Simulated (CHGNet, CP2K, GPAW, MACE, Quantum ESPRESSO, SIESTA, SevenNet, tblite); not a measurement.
# GPAW on random packing of 71Si3N4-29SiO2 (mol %) (99 atoms): settings against a plane-wave reference

How do the settings of GPAW change the result for random packing of 71Si3N4-29SiO2 (mol %) (99 atoms)? A plane-wave run serves as the yardstick.

Main program and level: GPAW 26.7.0; the method is named at each step.

### Step 1. The starting structure

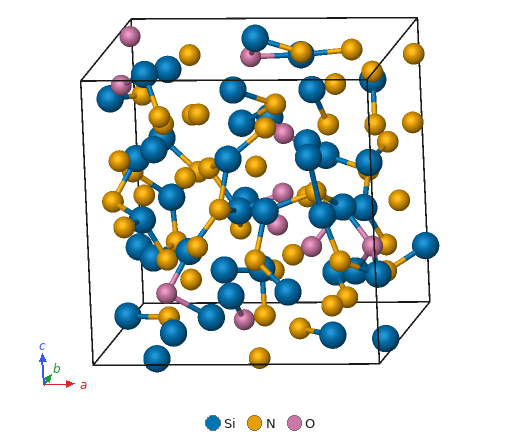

The cell as given, slightly off an axis (silicon blue, nitrogen orange, oxygen pink). Bonds to atoms that aren't drawn are left out. Some periodic images of atoms are drawn too.

The cell holds 99 atoms: 41 Si, 48 N and 10 O. Cell: a = 10.833 Å, b = 10.833 Å, c = 10.833 Å, α = 90.0°, β = 90.0°, γ = 90.0°. 99 atoms (41 Si, 48 N, 10 O) packed at random in a cube at 2.59 g/cm³ and pushed apart as soft spheres, cations and anions kept from their own kind; a start for melting by ab initio MD, not an equilibrated structure. Then every atom was moved at random, 0.05 Å r.m.s. a Cartesian component.

The yardstick, on the same geometry:

| Quantity | Value |
| --- | --- |
| method | Kohn-Sham DFT, PBE, SSSP efficiency 1.3.0 pseudopotentials, plane waves (Quantum ESPRESSO 7.5); sssp-pbe-1.3.0-efficiency, cutoffs 60/480 Ry, Γ point |
| r.m.s. force component | 1.486 eV/Å |
| longest force | 4.95 eV/Å |
| pressure | -16.33 GPa |
| time | 20 min on 2 MPI ranks of Arm Neoverse V1, shared host |
| CPU time | 39 min |

### Step 2. PBE, LCAO dzp, h 0.18 Å

Method: Kohn-Sham DFT, PBE, PAW, atomic orbitals (dzp).

Input file run.py:

```python
import numpy as np
from ase.io import read
from gpaw import GPAW, FermiDirac
from ase.parallel import parprint as print

atoms = read("structure.xyz")
atoms.calc = GPAW(
    mode="lcao",
    basis="dzp",
    h=0.18,
    xc="PBE",
    kpts={"size": (1, 1, 1), "gamma": True},
    occupations=FermiDirac(0.05),
    maxiter=200,
    symmetry={"point_group": False},
    txt="gpaw.txt",
)
energy = atoms.get_potential_energy(force_consistent=True)
forces = atoms.get_forces()
print(f"energy {energy:.6f} eV")
print("forces (eV/A)")
for i, (a, f) in enumerate(zip(atoms, forces)):
    print(f"{i:4d} {a.symbol:2s} {f[0]:10.5f} {f[1]:10.5f} {f[2]:10.5f}")
print(f"Fermi level {atoms.calc.get_fermi_level():.4f} eV")
for k in range(len(atoms.calc.get_ibz_k_points())):
    for s in range(atoms.calc.get_number_of_spins()):
        e = atoms.calc.get_eigenvalues(kpt=k, spin=s)
        n = np.searchsorted(e, atoms.calc.get_fermi_level())
        print(f"k {k} spin {s} levels about the Fermi level:", np.round(e[max(n - 6, 0):n], 4).tolist(), "|", np.round(e[n:n + 6], 4).tolist())
```

Input file structure.xyz:

```xyz
99
Lattice="10.83330 0.00000 0.00000 0.00000 10.83330 0.00000 0.00000 0.00000 10.83330" Properties=species:S:1:pos:R:3 pbc="T T T"
Si 10.82084 10.55001 2.20707
Si 1.35492 4.02305 4.65821
Si 8.33222 2.17533 9.99069
Si 2.32591 4.15630 0.30994
Si 2.19580 1.23283 10.80416
Si 4.38694 5.08038 1.51341
Si 1.07445 10.26997 6.41830
Si 0.87555 5.98323 6.56942
Si 8.26061 4.62311 0.09902
Si 7.33718 0.82788 2.57508
Si 8.88233 4.49918 5.00748
Si 3.36287 2.49903 3.77584
Si 4.12131 2.32006 1.29740
Si 0.05579 5.55727 8.94235
Si 4.75560 3.69264 7.02258
Si 2.12994 2.82283 7.59252
Si 3.50728 8.70954 1.71567
Si 5.23053 10.04604 7.23849
Si 9.17158 7.17890 4.40027
Si 7.68189 8.94809 1.56476
Si 1.46856 9.95179 9.09932
Si 1.29176 6.31051 2.70497
Si 4.74336 5.42542 9.28295
Si 4.65431 7.38723 7.59187
Si 1.72509 8.22042 4.60350
Si 6.31538 2.40077 5.31601
Si 10.51686 2.23025 2.93626
Si 5.91455 3.37945 2.91752
Si 9.14634 5.07334 2.44345
Si 6.53367 9.95374 9.63221
Si 4.26193 9.54555 4.18122
Si 9.52312 8.23407 9.05036
Si 8.68126 1.23359 5.41178
Si 10.27549 2.66618 7.09559
Si 0.13477 6.83278 0.38415
Si 4.84877 5.04323 4.76091
Si 5.19933 7.93431 10.70601
Si 10.57525 2.90787 0.33182
Si 8.40285 0.45912 7.77571
Si 7.46436 5.40441 7.26124
Si 7.46588 9.12576 5.97554
N 10.66018 10.68889 9.48737
N 1.02613 6.96809 8.78245
N 9.83079 7.88708 2.83486
N 6.12677 6.46445 8.50522
N 1.83397 6.04736 0.50516
N 7.40976 10.05677 3.77551
N 8.42592 10.11516 9.78496
N 6.60669 6.14443 2.84320
N 5.17691 9.81345 1.45015
N 0.44449 7.44215 5.75996
N 2.16915 4.35889 3.05997
N 2.12896 4.96338 8.10298
N 2.43988 10.04399 5.17572
N 9.31111 1.13468 3.67097
N 4.59202 6.57635 3.74962
[... 39 atom lines left out ...]
O 5.61501 8.59254 3.44705
O 6.56021 4.88300 5.45955
O 0.33562 8.65700 10.63808
O 2.58537 1.71004 2.35018
```

Started as:

```
$ OMP_NUM_THREADS=1 mpirun -np 2 gpaw python run.py > output.txt
```

Log:

```text
energy -544.564690 eV
forces (eV/A)
   0 Si    1.07547   -1.07808    1.08378
   1 Si   -1.40710    0.49333   -1.98988
   2 Si   -0.56202    0.57882   -0.82108
   3 Si    0.00982    2.48864    0.52093
   4 Si    1.72496   -2.30680   -0.86675
   5 Si    0.99282   -0.11258    2.12749
   6 Si    1.73742    1.46010   -2.59167
   7 Si    0.03272   -1.44027    1.78848
   8 Si    0.32201    1.40444   -1.31637
   9 Si    0.85725    0.00281    0.53794
  10 Si   -1.32090   -0.66006   -0.09853
  11 Si   -1.81001   -1.11096    0.15745
  12 Si   -0.25782   -0.72300   -1.67929
  13 Si   -2.27537   -3.14102   -0.68864
  14 Si   -1.58732    1.49497    2.95859
  15 Si    1.67522    0.73909    1.63665
  16 Si   -1.55842    2.97212   -0.63829
  17 Si   -0.32795    3.96337    0.45848
  18 Si   -1.84412   -0.42716   -1.49913
  19 Si    2.26060    0.25049    0.54412
  20 Si    1.45482   -0.32295    0.61432
  21 Si    0.63056   -1.22465   -1.75619
  22 Si    1.75317   -2.50298   -1.24788
  23 Si   -1.28122   -1.64449    0.12749
[...]
91 O     1.39073   -1.21891   -0.50048
  92 O    -1.38440    2.33335   -0.33561
  93 O     0.12511    0.32803   -2.09627
  94 O     1.28528   -1.85457    0.70481
  95 O    -0.94664    1.72386    1.11042
  96 O    -2.13603    0.26357    1.11564
  97 O    -1.69029   -2.54454   -0.13031
  98 O     1.73328    1.33052   -0.75066
Fermi level 5.3407 eV
k 0 spin 0 levels about the Fermi level: [5.1684, 5.2172, 5.2283, 5.2777, 5.3101, 5.3166] | [5.3469, 5.396, 5.4057, 5.4481, 5.4841, 5.5021]
```

gpaw.txt:

```text
Input parameters:
  mode=LCAO(),
  basis={'default': 'dzp'},
  h=0.18,
  kpts=MonkhorstPack(size=(1, 1, 1), gamma=True),
  maxiter=200,
  occupations=Occupations(name='fermi-dirac', width=0.05, fixmagmom=False),
  symmetry=Symmetry(point_group=False),
  xc=XC(name='PBE')
Unit cell  # Å
| periodic |         x |         y |         z |   lengths |    angles |
|----------|-----------|-----------|-----------|-----------|-----------|
|      yes | 10.833300 |  0.000000 |  0.000000 | 10.833300 | 90.000000 |
|      yes |  0.000000 | 10.833300 |  0.000000 | 10.833300 | 90.000000 |
|      yes |  0.000000 |  0.000000 | 10.833300 | 10.833300 | 90.000000 |
Number of symmetries: 1
Symmetry operations  # r_c * U_cc + t_c -> r_c
|   | kind |            matrix            |
|---|------|------------------------------|
| 0 |  E   |  1, 0, 0,  0, 1, 0,  0, 0, 1 |
BZ-sampling:
  Number of BZ points: 1
  Number of IBZ points: 1
  Monkhorst-Pack size: [1, 1, 1]
  Monkhorst-Pack shift: [0, 0, 0]
[... lines left out ...]
      Number of RI-basis functions 0
Reference energy: -414871.269474  # eV
eigensolver:
density mixing:
  MSR1-Mixer
occupation numbers:
  Fermi-Dirac:
    width: 0.0500  # eV
FastPoissonSolver using
    Stencil: 6*3+1=19 point O(h^6) finite-difference Laplacian
xc functional:
  name: PBE with 2 nearest neighbor stencil
interpolation: tri-quintic # 5. degree polynomial
Initialization done in: 6.129 s
convergence criteria:
- Maximum [total energy] change in last 3 cyles: 0.0005 eV / valence electron
- Maximum integral of absolute [dens]ity change: 0.0001 electrons / valence electron
- Maximum integral of absolute [eigenst]ate change: 4e-08 eV^2 / valence electron
maximum number of iterations: 200
SCF iterations
|iter     |      energy | eigst |  dens |
|---------|-------------|-------|-------|
|iter:   1| -588.858013 |      c|       |
|iter:   2| -570.841217 |      c| -0.76 |
|iter:   3| -586.098235 |      c| -0.85 |
|iter:   4| -554.234855 |      c| -0.92 |
[...]
|iter:  11| -544.477290 |      c| -1.69 |
|iter:  12| -544.418061 |      c| -1.96 |
|iter:  13| -544.373026c|      c| -2.07 |
|iter:  14| -544.339811c|      c| -2.22 |
|iter:  15| -544.309562c|      c| -2.32 |
[...]
|iter:  28| -544.297987c|      c| -3.94 |
|iter:  29| -544.298051c|      c| -3.97 |
|iter:  30| -544.298063c|      c| -4.14c|
Converged in 30 steps
SCF loop duration: 291.379 s (9.713 s/step)
Energy contributions relative to reference atoms: (reference = -414871.269474)
Energy contributions:
  Kinetic:           2.085275
  Coulomb:         -40.249665
  Zero:             11.464906
  External:          0.000000
  Xc:             -517.331950
  Entropy:          -0.533255
  Spinorbit:         0.000000
  ----------------------------
  Free energy:    -544.564690
  Extrapolated:   -544.298063
dipole moment: (23.758658, 30.440089, -53.129313)  # |e|*Ang
Fermi level: 5.341
Eigenvalues  # (at kpt = [0.000, 0.000, 0.000])
| band index |      eig [eV] | occ [0-2] |
|------------|---------------|-----------|
|          0 |       -15.957 |     2.000 |
|        ... |               |           |
|        224 |         5.038 |     1.995 |
|        225 |         5.060 |     1.993 |
[...]
|        239 |         5.562 |     0.024 |
|        ... |               |           |
|        282 |         8.242 |     0.000 |
Gap: 0.030 eV
Transition (v -> c):
  (s=0, k=0, n=231, [0.00, 0.00, 0.00]) -> (s=0, k=0, n=232, [0.00, 0.00, 0.00])
No difference between direct/indirect transitions
Force computation time: 22.297  # s
```

It took 5.4 min on 2 MPI ranks of Arm Neoverse V1, shared host; peak memory 2 GiB; 11 min of CPU time.

Banners, paths, timers and routine set-up lines are dropped from the logs unmarked, and long logs keep their key lines alone; longer cuts are marked.

Numbers from this run, and their distance from the reference:

* r.m.s. force component: 1.416 eV/Å
* r.m.s. difference of force components: 249.7 meV/Å
* longest difference of force vectors: 767.4 meV/Å
* force difference over r.m.s. force: 16.8 %
* slope of forces against the reference's: 0.94
* correlation of force components: 0.9863
* spacing of highest filled and lowest empty level: 0.0303 eV

Length of the force difference by element (eV/Å):

```csv
element,atoms,mean,most
N,48,0.37,0.67
O,10,0.49,0.77
Si,41,0.41,0.75
```

Levels nearest the highest filled one (eV from it): -0.15, -0.10, -0.09, -0.04, -0.01, 0.00, 0.03, 0.08, 0.09, 0.13, 0.17, 0.19.

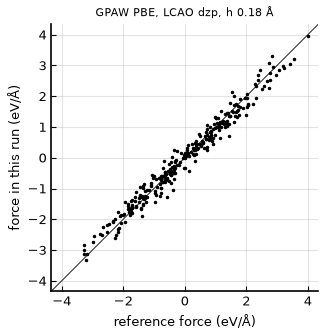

Force components against those of the reference; the line marks equality.

A closer look about Si9, picked at random: 11 atoms, nearest first, numbered in the order of the input, with positions taken from that point.

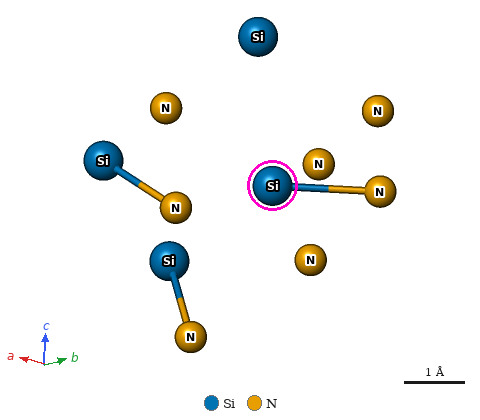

The atoms of the table, within 2.9 Å (arrows a, b, c point along x, y, z); some may hide others; the central atom is ringed.

```csv
atom,x,y,z,distance (Å),Fx,Fy,Fz (eV/Å)
Si9,0.00,0.00,0.00,0.00,0.32,1.40,-1.32
N87,-1.44,1.12,0.02,1.82,3.06,-1.57,0.09
N74,0.26,1.35,-1.56,2.08,-0.23,0.83,-1.07
N89,1.96,-0.21,-0.75,2.11,-0.69,0.29,2.34
Si29,0.89,0.45,2.34,2.55,-1.27,-0.60,0.45
Si3,0.07,-2.45,-0.94,2.62,-0.56,0.58,-0.82
N78,0.11,2.71,0.85,2.84,-0.64,0.35,1.15
N76,0.45,-2.30,1.62,2.85,0.41,-0.61,-0.40
N86,-2.27,-1.42,1.07,2.88,-2.73,0.30,0.25
Si38,2.31,-1.72,0.23,2.89,-0.82,0.75,0.27
N57,0.43,-1.40,-2.50,2.90,0.62,-2.99,1.11
```

Atoms are counted from 1 here, from 0 in the log.

Forces lie 17 % from the reference's, at 0.27 times its CPU time.

### Step 3. PBE, LCAO sz(dzp), h 0.18 Å

Method: Kohn-Sham DFT, PBE, PAW, atomic orbitals (sz(dzp)).

Edit run.py of step 2 so:

```diff
@@ -3,3 +3,2 @@
 from gpaw import GPAW, FermiDirac
-from ase.parallel import parprint as print
 
@@ -8,3 +7,3 @@
     mode="lcao",
-    basis="dzp",
+    basis="sz(dzp)",
     h=0.18,
```

structure.xyz is that of step 2.

Started as:

```
$ OMP_NUM_THREADS=1 python run.py > output.txt
```

Log:

```text
energy -438.688961 eV
forces (eV/A)
   0 Si    2.21579   -1.01441    0.23122
   1 Si   -0.55408    2.42814   -0.34926
   2 Si   -1.68385   -0.96970    0.24337
   3 Si   -0.57828    2.26815    0.18595
   4 Si    1.77117   -2.15414    0.83046
   5 Si    1.05593    1.05189    2.97131
   6 Si    1.83634    2.83177   -4.80981
   7 Si    1.33123   -1.59064    2.28340
   8 Si    0.56215    0.14013   -1.09139
   9 Si    0.49877    0.12643   -0.81005
  10 Si   -1.23692   -0.24232    2.19238
  11 Si   -2.80951    0.49861    2.04222
[...]
94 O     2.18510   -1.39397   -1.33516
  95 O     1.79321    0.34699    0.13023
  96 O    -0.84796    0.41964    1.26202
  97 O    -1.06115   -0.86499   -0.22250
  98 O     0.22138    0.12390   -1.89189
Fermi level 6.0929 eV
k 0 spin 0 levels about the Fermi level: [5.8486, 5.8993, 5.9642, 5.9959, 6.0311, 6.0425] | [6.0957, 6.1051, 6.1393, 6.1624, 6.192, 6.2031]
```

gpaw.txt:

```text
Input parameters:
  mode=LCAO(),
  basis={'default': 'sz(dzp)'},
  h=0.18,
  kpts=MonkhorstPack(size=(1, 1, 1), gamma=True),
  maxiter=200,
  occupations=Occupations(name='fermi-dirac', width=0.05, fixmagmom=False),
  symmetry=Symmetry(point_group=False),
  xc=XC(name='PBE')
[... lines left out ...]
  Fermi-Dirac:
[... lines left out ...]
convergence criteria:
- Maximum [total energy] change in last 3 cyles: 0.0005 eV / valence electron
[... lines left out ...]
Converged in 32 steps
[... lines left out ...]
  Free energy:    -438.688961
[... lines left out ...]
Fermi level: 6.093
[... lines left out ...]
|          0 |       -15.312 |     2.000 |
|        ... |               |           |
|        223 |         5.752 |     1.998 |
|        224 |         5.813 |     1.993 |
[...]
|        238 |         6.286 |     0.041 |
|        ... |               |           |
|        282 |         8.923 |     0.000 |
Gap: 0.053 eV
Transition (v -> c):
  (s=0, k=0, n=230, [0.00, 0.00, 0.00]) -> (s=0, k=0, n=231, [0.00, 0.00, 0.00])
No difference between direct/indirect transitions
Force computation time: 7.949  # s
timing:  # [seconds]
  Total:  158.165  # ━━━━━━━━━━━━━━━━━━━━━━━━━━━━━━━━━━━━━━━━━━━━━━━━━━━━━━━━
  Init:     8.598  # ━━━
  SCF:    141.588  # ━━━━━━━━━━━━━━━━━━━━━━━━━━━━━━━━━━━━━━━━━━━━━━━━━━
  Forces:   7.949  # ━━━
```

It took 2.7 min on 1 thread; peak memory 1.3 GiB.

Compared with the plane-wave run:

```yaml
r_m_s_force_component: 1.654 eV/Å
r_m_s_difference_of_force_components: 1360 meV/Å
longest_difference_of_force_vectors: 4488 meV/Å
force_difference_over_r_m_s_force: 91.5 %
slope_of_forces_against_the_reference_s: 0.7011
correlation_of_force_components: 0.6298
spacing_of_highest_filled_and_lowest_empty_level: 0.0532 eV
```

This is a coarse setting, run to see what it loses.

Against the first run (17 %), the force difference from the reference is 91 %, at 0.25 times the CPU time (on 1 against 2 cores), with 396 basis functions against 1287: the smaller basis costs accuracy.

### Step 4. PBE, LCAO szp(dzp), h 0.18 Å

Method: Kohn-Sham DFT, PBE, PAW, atomic orbitals (szp(dzp)).

Edit run.py of step 3 so:

```diff
@@ -7,3 +7,3 @@
     mode="lcao",
-    basis="sz(dzp)",
+    basis="szp(dzp)",
     h=0.18,
```

structure.xyz is that of step 3.

Log:

```text
energy -520.511198 eV
forces (eV/A)
   0 Si    1.24259   -1.07192    0.86441
   1 Si   -1.39318    0.72035   -1.88229
   2 Si   -0.80987    0.21046   -0.60636
   3 Si   -0.30130    2.46204    0.46167
   4 Si    1.55722   -2.42587   -0.61784
   5 Si    1.00649    0.21794    2.47287
   6 Si    1.43501    1.66699   -2.82815
   7 Si    0.14679   -1.46332    1.76093
   8 Si    0.38170    1.15272   -1.36972
   9 Si    0.90513    0.12681    0.15868
  10 Si   -1.31947   -0.75060    0.13189
  11 Si   -2.05880   -0.85388    0.41723
[...]
94 O     1.48519   -1.73177    0.46626
  95 O    -0.40172    1.45487    0.89581
  96 O    -1.85260    0.24367    1.17432
  97 O    -1.57435   -2.09574   -0.25607
  98 O     1.76551    1.27760   -1.18159
Fermi level 5.4576 eV
k 0 spin 0 levels about the Fermi level: [5.2804, 5.3394, 5.3485, 5.3972, 5.4266, 5.445] | [5.4702, 5.4935, 5.5193, 5.5528, 5.6063, 5.6284]
```

gpaw.txt:

```text
Input parameters:
  mode=LCAO(),
  basis={'default': 'szp(dzp)'},
  h=0.18,
  kpts=MonkhorstPack(size=(1, 1, 1), gamma=True),
  maxiter=200,
  occupations=Occupations(name='fermi-dirac', width=0.05, fixmagmom=False),
  symmetry=Symmetry(point_group=False),
  xc=XC(name='PBE')
[... lines left out ...]
  Fermi-Dirac:
[... lines left out ...]
convergence criteria:
- Maximum [total energy] change in last 3 cyles: 0.0005 eV / valence electron
[... lines left out ...]
Converged in 31 steps
[... lines left out ...]
  Free energy:    -520.511198
[... lines left out ...]
Fermi level: 5.458
[... lines left out ...]
|          0 |       -15.947 |     2.000 |
|        ... |               |           |
|        224 |         5.162 |     1.995 |
|        225 |         5.188 |     1.991 |
[...]
|        239 |         5.688 |     0.020 |
|        ... |               |           |
|        282 |         8.349 |     0.000 |
Gap: 0.025 eV
Transition (v -> c):
  (s=0, k=0, n=231, [0.00, 0.00, 0.00]) -> (s=0, k=0, n=232, [0.00, 0.00, 0.00])
No difference between direct/indirect transitions
Force computation time: 31.284  # s
timing:  # [seconds]
  Total:  453.318  # ━━━━━━━━━━━━━━━━━━━━━━━━━━━━━━━━━━━━━━━━━━━━━━━━━━━━━━━━
  Init:     9.625  # ━
  SCF:    412.380  # ━━━━━━━━━━━━━━━━━━━━━━━━━━━━━━━━━━━━━━━━━━━━━━━━━━━
  Forces:  31.284  # ━━━━
```

Wall time 7.6 min (1 thread); peak memory 1.7 GiB.

Compared with the plane-wave run:

```yaml
r_m_s_force_component: 1.376 eV/Å
r_m_s_difference_of_force_components: 421.5 meV/Å
longest_difference_of_force_vectors: 1311 meV/Å
force_difference_over_r_m_s_force: 28.37 %
slope_of_forces_against_the_reference_s: 0.8888
correlation_of_force_components: 0.9595
spacing_of_highest_filled_and_lowest_empty_level: 0.0252 eV
```

This is a coarse setting, run to see what it loses.

Against the first run (17 %), the force difference from the reference is 28 %, at 0.71 times the CPU time (on 1 against 2 cores), with 891 basis functions against 1287: the smaller basis costs accuracy.

### Step 5. The ladder

Differences are against the plane-wave reference, forces as r.m.s. over components; share is that over the reference's r.m.s. force, slope the least-squares factor from reference forces to these. Total energies of different programs have different zeros and aren't compared.

```csv
run,"Δ force, r.m.s. (meV/Å)",share (%),slope,cores,CPU time,memory (GiB)
reference,-,-,-,2,39 min,4.6
"GPAW PBE, LCAO dzp, h 0.18 Å",250,16.8,0.940,2,11 min,2.0
"GPAW PBE, LCAO sz(dzp), h 0.18 Å (coarse)",1360,91.5,0.701,1,2.7 min,1.3
"GPAW PBE, LCAO szp(dzp), h 0.18 Å (coarse)",422,28.4,0.889,1,7.6 min,1.7
```

Rows marked coarse were listed beforehand as settings not expected to be converged; some can still land near the reference.

CPU time is summed over cores on a shared host, where runs went side by side, so it is rough. Symmetry, cutoffs, thresholds, outputs and thread counts weren't matched or tuned between programs; memory under MPI is the largest rank's times the ranks.

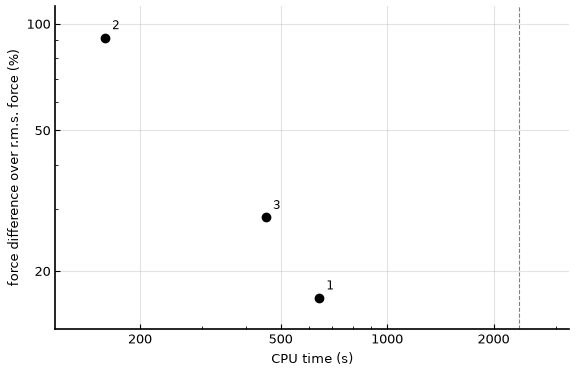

Force difference against CPU time; the dashed line marks the reference's time. Points: 1 GPAW PBE, LCAO dzp, h 0.18 Å; 2 GPAW PBE, LCAO sz(dzp), h 0.18 Å; 3 GPAW PBE, LCAO szp(dzp), h 0.18 Å.

### Step 6. Results

```json
{"nearest in forces": "GPAW PBE, LCAO dzp, h 0.18 Å, 17 %", "its CPU time": "11 min"}
```

What this shows: The PBE run in local orbitals, coarse settings apart, differs by 17 % (GPAW PBE, LCAO dzp, h 0.18 Å); basis, grid and potentials can all enter. Runs with settings chosen to be coarse differ by 28 % (GPAW PBE, LCAO szp(dzp), h 0.18 Å) to 91 % (GPAW PBE, LCAO sz(dzp), h 0.18 Å), their programs' other errors included. Of the electronic-structure runs that take under half the reference's CPU time, GPAW PBE, LCAO dzp, h 0.18 Å comes nearest, at 17 % in 11 min against 39 min. The reference's stress is far from hydrostatic: its diagonal is -18.5, -15.3, -15.2 GPa, compression counted positive. The reference's pressure of -16 GPa belongs to a cell and atoms that aren't relaxed at this level. The electronic-structure runs sample only Γ, in a cell whose shortest periodic width is 11 Å, which is coarse for a cell with partly filled levels.

[Also dropped from logs without a mark: logging warnings of Python, and SIESTA's first energy breakdown and zero terms.]

[Logs are printed without paths, hosts, clocks, repeated set-up lines and the standing remarks that a program may print on its own settings, such as how far it seeks lower states.]

[Hosts, paths, dates, database ids (printed as entryN), source tags and the programs' standing remarks are cut or masked in the printed files.]
